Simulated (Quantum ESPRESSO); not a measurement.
# C K ELNES/XANES of Dy2C (R-3m) from DFT, part 4 of 4

Aim: the near-edge shape at the C K edge of Dy2C (R-3m), and what the core hole does to it.

Quantum ESPRESSO 7.5; X-ray absorption near-edge structure, plane-wave PAW LDA, one-electron final states by a Lanczos continued fraction.

So far. Step 8 (Spectrum with XCH, C atom 3): Main maxima below 24 eV (height): 4.8 eV (1.81), 7.0 eV (2.05), 11.2 eV (1.33), 16.8 eV (0.81) and 22.6 eV (1.02).  Step 8 (Spectrum with XCH, C atom 3): The total-energy difference is 284.64 eV. One term is added: -6.67 eV, since the hole is spin-paired here and a spin-polarised one costs that much less in the free atom (computed apart). The photon energy is then 277.97 eV.

## 11. Spectrum with FCH, C atom 3

Changed against the first core-hole run: core hole to FCH.

File xspectra.in:

```
&input_xspectra
   calculation='xanes_dipole', edge='K'
   prefix='x', outdir='tmp', xiabs=2, xe0=9.9862
   xonly_plot=.false., x_save_file='xanes.sav'
   xniter=3000, xcheck_conv=20, xerror=0.005
   xcoordcrys=.false., xepsilon(1)=1, xepsilon(2)=0, xepsilon(3)=0
/
&plot
   xnepoint=413, xemin=-10, xemax=45, terminator=.true., cut_occ_states=.true.
   xgamma=0.4
/
&pseudos
   filecore='../C.wfc'
/
&cut_occ
   cut_desmooth=0.1, cut_stepl=0.05, cut_stepu=0.05, cut_ierror=1e-5
/
6 6 5 0 0 0
```

Launch:

```bash
$ OMP_NUM_THREADS=1 mpirun --oversubscribe --bind-to none -np 4 xspectra.x -nk 4 -in xspectra.in > xspectra.out
```

What it wrote:

```text
     [... banner and references ...]
Reading input_file

     calculation: xanes_dipole

     xepsilon  [cartesian coordinates]:   1.000000   0.000000   0.000000

     xonly_plot: FALSE
        => complete calculation: Lanczos + spectrum plot

     filecore (core-wavefunction file): ../C.wfc

     main plot parameters:
        cut_occ_states: TRUE
        gamma_mode:  constant
        -> using xgamma [eV]:  0.40
        xemin [eV]: -10.00
        xemax [eV]:  45.00
        xnepoint:  413
        xe0 [eV]:   9.986200 (energy zero read in input file)

[...]
Results of STEP 1 successfully written in x_save_file
     x_save_file name:
     ->  xanes.sav
     x_save_file version:  2

     ... End STEP 1 ...

     ... Begin STEP 2 ...

     The spectrum is calculated using the following parameters:
        xe0 [eV]:    9.9862
        the occupied states are elimintate from the spectrum
        xemin [eV]: -10.00
        xemax [eV]:  45.00
        xnepoint:  413
        constant broadening parameter [eV]:    0.400
        Core level energy [eV]:  -284.2
         (from electron binding energy of neutral atoms in X-ray data booklet)

     Cross-section successfully written in xanes.dat

     ... End STEP 2 ...

                                END JOB XSpectra
```

Wall time 4.6 min (4 MPI ranks of Intel Xeon Platinum 8488C (Sapphire Rapids), shared host); peak memory 0.26 GiB.

| E (eV) | first run | this run |
| --- | --- | --- |
| -2.0 | 0.05 | 0.05 |
| -1.0 | 0.09 | 0.09 |
| 0.0 | 0.27 | 0.26 |
| 1.0 | 0.58 | 0.56 |
| 2.0 | 0.80 | 0.75 |
| 3.0 | 1.43 | 1.38 |
| 4.0 | 1.71 | 1.71 |
| 5.0 | 1.80 | 1.82 |
| 6.0 | 1.64 | 1.65 |
| 7.0 | 2.04 | 2.04 |
| 8.0 | 0.99 | 1.07 |
| 9.0 | 0.61 | 0.62 |
| 10.0 | 0.72 | 0.64 |
| 11.0 | 1.29 | 1.26 |
| 12.0 | 1.07 | 1.08 |
| 13.0 | 1.04 | 1.07 |
| 14.0 | 0.87 | 0.93 |
| 15.0 | 0.43 | 0.44 |
| 16.0 | 0.67 | 0.63 |
| 17.0 | 0.79 | 0.80 |
| 18.0 | 0.62 | 0.64 |
| 19.0 | 0.56 | 0.56 |
| 20.0 | 0.55 | 0.55 |
| 21.0 | 0.54 | 0.52 |
| 22.0 | 0.86 | 0.80 |
| 23.0 | 0.94 | 0.97 |
| 24.0 | 0.83 | 0.84 |
| 25.0 | 0.74 | 0.74 |
| 26.0 | 0.61 | 0.63 |
| 27.0 | 0.50 | 0.50 |
| 28.0 | 0.58 | 0.57 |
| 29.0 | 0.74 | 0.72 |
| 30.0 | 0.72 | 0.73 |
| 31.0 | 0.64 | 0.65 |
| 32.0 | 0.55 | 0.56 |

The scaled spectrum changes by 4 % r.m.s. The highest intensity below 16 eV goes from 7.0 eV (2.05) to 7.1 eV (2.06).

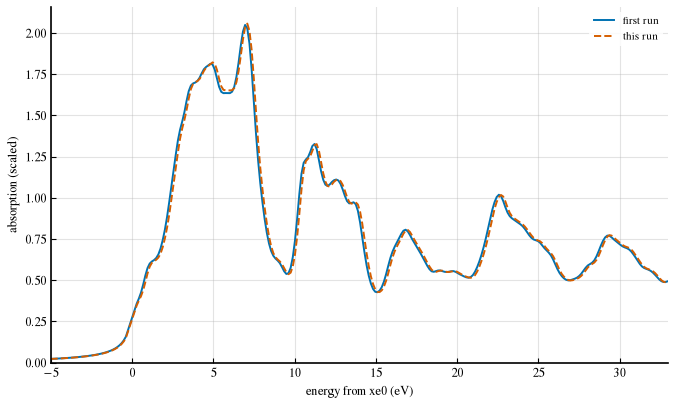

The effect of the change (core hole to FCH).

The photon energy of the zero moves by -0.01 eV.

## 12. Supercell without a hole, the energy reference

The cutoff changes for the next run, so it gets a reference energy of its own.

File scf.in:

```
&control
   calculation='scf', prefix='x', pseudo_dir='../pp', outdir='tmp', tprnfor=.true.
/
&system
   ibrav=0, nat=9, ntyp=2, nbnd=48
   ecutwfc=75, ecutrho=600
   occupations='smearing', smearing='mv', degauss=0.015
/
&electrons
   conv_thr=9.0e-08, electron_maxstep=120
   mixing_beta=0.5
/
ATOMIC_SPECIES
Dy 1.0 Dy.lda-spdn-kjpaw.UPF
C 1.0 C.lda-n-kjpaw.UPF
CELL_PARAMETERS angstrom
  -5.38766789 -3.11057151 0.00000000
  5.38766789 -3.11057151 0.00000000
  1.79588930 1.03685717 6.11639448
ATOMIC_POSITIONS crystal
Dy   0.73970792 0.00000000 0.21912376
Dy   0.40637459 0.33333333 0.21912376
Dy   0.07304125 0.66666667 0.21912376
Dy   0.26029208 0.00000000 0.78087624
Dy   0.92695875 0.33333333 0.78087624
Dy   0.59362541 0.66666667 0.78087624
C    0.00000000 0.00000000 0.00000000
C    0.66666667 0.33333333 0.00000000
C    0.33333333 0.66666667 0.00000000
K_POINTS automatic
5 5 4 0 0 0
```

Launch:

```bash
$ OMP_NUM_THREADS=1 mpirun --oversubscribe --bind-to none -np 4 pw.x -nk 4 -in scf.in > scf.out
```

What it wrote:

```text
     [... banner and references ...]
[banner, memory and clock lines left out]
Found identity + ( -0.3333  0.3333  0.0000) symmetry
     This is a supercell, fractional translations are disabled
     using ibrav=0 with symmetry is DISCOURAGED, use correct ibrav instead

     G-vector sticks info

     bravais-lattice index     =            0
     lattice parameter (alat)  =      11.7563  a.u.
     unit-cell volume          =    1383.4488 (a.u.)^3
[...]
atom    1 type  1   force =    -0.00012729   -0.00007349   -0.01939491
     atom    2 type  1   force =    -0.00010771   -0.00004112   -0.01939870
     atom    3 type  1   force =    -0.00008946   -0.00007272   -0.01939870
[...]
atom    8 type  2   force =     0.00000070   -0.00000121   -0.00000000
     atom    9 type  2   force =    -0.00000070    0.00000121    0.00000000

     Total force =     0.047515     Total SCF correction =     0.000156

     XML data file, charge density, pseudopotentials, collected wavefunctions
[key lines of the parts left out:]
!    total energy              =   -3482.61158801 Ry
the Fermi energy is     9.9084 ev
convergence has been achieved in  15 iterations
```

Run time: 2.6 min. Hardware: 4 MPI ranks; peak memory 0.6 GiB; 10 min of CPU time.

Reference energy: -1986699.361 eV with the cores included.

## 13. Supercell with XCH, C atom 3

A test of how far the result depends on this setting.

Changed against the first core-hole run: cutoff (Ry) to 75 and density cutoff (Ry) to 600.

Edit scf.in of step 12 so:

```diff
@@ -4,3 +4,3 @@
 &system
-   ibrav=0, nat=9, ntyp=2, nbnd=48
+   ibrav=0, nat=9, ntyp=3, nbnd=49
    ecutwfc=75, ecutrho=600
@@ -14,2 +14,3 @@
 Dy 1.0 Dy.lda-spdn-kjpaw.UPF
+C0 1.0 C.lda-n-kjpaw-1sch.UPF
 C 1.0 C.lda-n-kjpaw.UPF
@@ -26,3 +27,3 @@
 Dy   0.59362541 0.66666667 0.78087624
-C    0.00000000 0.00000000 0.00000000
+C0   0.00000000 0.00000000 0.00000000
 C    0.66666667 0.33333333 0.00000000
```

What it wrote:

```text
     [... banner and references ...]
[banner, memory and clock lines left out]
using ibrav=0 with symmetry is DISCOURAGED, use correct ibrav instead

     G-vector sticks info

     bravais-lattice index     =            0
     lattice parameter (alat)  =      11.7563  a.u.
     unit-cell volume          =    1383.4488 (a.u.)^3
     number of atoms/cell      =            9
     number of atomic types    =            3
[...]
atom    1 type  1   force =    -0.00860650   -0.00496897   -0.01903006
     atom    2 type  1   force =     0.00009318    0.00994605   -0.01915585
     atom    3 type  1   force =     0.00866012   -0.00489232   -0.01915585
[...]
atom    8 type  3   force =     0.00011414   -0.00019770   -0.00000000
     atom    9 type  3   force =    -0.00011414    0.00019770    0.00000000

     Total force =     0.052777     Total SCF correction =     0.000420

     XML data file, charge density, pseudopotentials, collected wavefunctions
[key lines of the parts left out:]
!    total energy              =   -3487.14372214 Ry
the Fermi energy is    10.0069 ev
convergence has been achieved in  15 iterations
```

Wall time 2.7 min (4 MPI ranks); peak memory 0.62 GiB; 11 min of CPU time.

Energy with the hole: -1986414.731 eV, cores included.

## 14. Spectrum with XCH, C atom 3

Changed against the first core-hole run: cutoff (Ry) to 75 and density cutoff (Ry) to 600.

Edit xspectra.in of step 11 so:

```diff
@@ -2,3 +2,3 @@
    calculation='xanes_dipole', edge='K'
-   prefix='x', outdir='tmp', xiabs=2, xe0=9.9862
+   prefix='x', outdir='tmp', xiabs=2, xe0=10.0069
    xonly_plot=.false., x_save_file='xanes.sav'
```

Launch:

```bash
$ OMP_NUM_THREADS=1 mpirun --oversubscribe --bind-to none -np 4 xspectra.x -nk 4 -in xspectra.in > xspectra.out
```

What it wrote:

```text
     [... banner and references ...]
Reading input_file

     calculation: xanes_dipole

     xepsilon  [cartesian coordinates]:   1.000000   0.000000   0.000000

     xonly_plot: FALSE
        => complete calculation: Lanczos + spectrum plot

     filecore (core-wavefunction file): ../C.wfc

     main plot parameters:
        cut_occ_states: TRUE
        gamma_mode:  constant
        -> using xgamma [eV]:  0.40
        xemin [eV]: -10.00
        xemax [eV]:  45.00
        xnepoint:  413
        xe0 [eV]:  10.006900 (energy zero read in input file)

[...]
|-------------------------------------------------------------
 okvan= T
        |   Norm of the initial Lanczos vector: 0.17350239E+00
[...]
!   => CONVERGED at iter    580 with error=  0.00427852
        |-------------------------------------------------------------
     [... 30 further k-points ...]
        ! k-point #    33:  (-0.0962, -0.1667,  0.4634),  0.0111,   1
        |-------------------------------------------------------------
 okvan= T
        |   Norm of the initial Lanczos vector: 0.17350334E+00
[...]
|   Estimated error at iter     40:   0.53532863
        |   Estimated error at iter     60:   0.25595971
```

Elapsed: 14 min, on 4 MPI ranks; peak memory 0.05 GiB.

The run was cut off at its time limit.

The time allowed ran out, so this step gives no result.

## 15. What the core hole does

Both curves are counted from their own zero, so only the shift of weight within the empty states shows.

| E (eV) | no hole | XCH |
| --- | --- | --- |
| -2.0 | 0.04 | 0.05 |
| -1.0 | 0.07 | 0.09 |
| 0.0 | 0.25 | 0.27 |
| 1.0 | 0.45 | 0.58 |
| 2.0 | 0.50 | 0.80 |
| 3.0 | 0.77 | 1.43 |
| 4.0 | 1.15 | 1.71 |
| 5.0 | 1.31 | 1.80 |
| 6.0 | 1.33 | 1.64 |
| 7.0 | 1.76 | 2.04 |
| 8.0 | 1.99 | 0.99 |
| 9.0 | 0.93 | 0.61 |
| 10.0 | 0.56 | 0.72 |
| 11.0 | 1.16 | 1.29 |
| 12.0 | 1.34 | 1.07 |
| 13.0 | 1.32 | 1.04 |
| 14.0 | 1.23 | 0.87 |
| 15.0 | 0.69 | 0.43 |
| 16.0 | 0.64 | 0.67 |
| 17.0 | 0.87 | 0.79 |
| 18.0 | 0.81 | 0.62 |
| 19.0 | 0.65 | 0.56 |
| 20.0 | 0.61 | 0.55 |
| 21.0 | 0.51 | 0.54 |
| 22.0 | 0.64 | 0.86 |
| 23.0 | 0.98 | 0.94 |
| 24.0 | 1.00 | 0.83 |
| 25.0 | 0.93 | 0.74 |
| 26.0 | 0.83 | 0.61 |
| 27.0 | 0.58 | 0.50 |
| 28.0 | 0.62 | 0.58 |
| 29.0 | 0.70 | 0.74 |
| 30.0 | 0.87 | 0.72 |
| 31.0 | 0.85 | 0.64 |
| 32.0 | 0.71 | 0.55 |

With each curve scaled to its own mean, the area from −2 to 6 eV with the hole is 7.5 against 5.2, and the centre of weight from −1 to 20 eV moves by -1.0 eV: the hole pulls the absorber's empty states down.

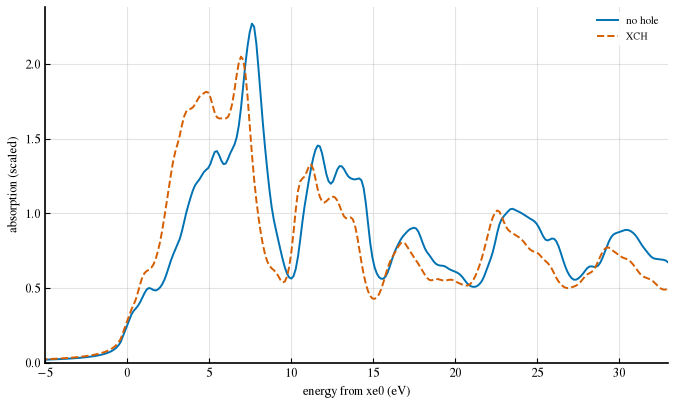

The C K edge with and without the core hole, each from its own zero; the highest intensity below 16 eV lies at 7.0 eV with the hole.

## 16. Outcome

| Property | Result |
| --- | --- |
| absorber and edge | C K, atom 3 of the ground-state input (counted from 1) |
| surroundings | 6 Dy at 2.47 Å (octahedral, site symmetry -3m) |
| highest intensity below 16 eV | 7.0 eV above the zero, height 2.05 |
| photon energy of the zero, with the added terms | 278.0 eV (raw 284.6 eV; LDA puts this hole about 3 eV below PBE, itself good to a few eV) |

What this shows: The C K edge of atom 3, with 6 Dy at 2.47 Å (octahedral, site symmetry -3m), has its highest intensity of the first 16 eV at 7.0 eV above the zero, near 285 eV in photon energy (LDA puts this hole about 3 eV below PBE, itself good to a few eV), 2.0 times the mean level of the first 20 eV (Lorentzian half width 0.4 eV). With each curve scaled to its own mean, the area from −2 to 6 eV with the hole is 7.5 against 5.2, and the centre of weight from −1 to 20 eV moves by -1.0 eV: the hole pulls the absorber's empty states down. Changing the core hole to FCH alters the shape by 4 % r.m.s., so the result is insensitive to this choice. At the C K edge of atom 3 polarisation matters most near 12.2 eV, where the curves differ by 0.5 on this scale. The run has no spin polarisation, although Dy can carry a moment. Lanthanide 4f electrons are frozen in the core. The holes are only 6.2 Å apart, so the shape is probably not converged with cell size; no larger cell was run here. Lifetime broadening is put in by hand, and intensities beyond about 20 eV depend on it and on the partial waves. The structure is a computed Materials Project entry and may be a hypothetical form.

[Banner, clock and machine lines of the logs are left out without a mark of their own.]

[Logs are printed without paths, hosts, clocks, repeated set-up lines and the standing remarks that a program may print on its own settings, such as how far it seeks lower states.]

[Hosts, paths, dates, database ids (printed as entryN), source tags and the programs' standing remarks are cut or masked in the printed files.]

[Lists of maxima count a maximum above −3 eV only where it reaches 4 % of the highest in the window and stands out from its surroundings by 2 % of it (1.5 % where it reaches 55 %); shoulders and weaker maxima are passed over, and of the rest the first, up to two pre-edge ones and the few strongest are named.]
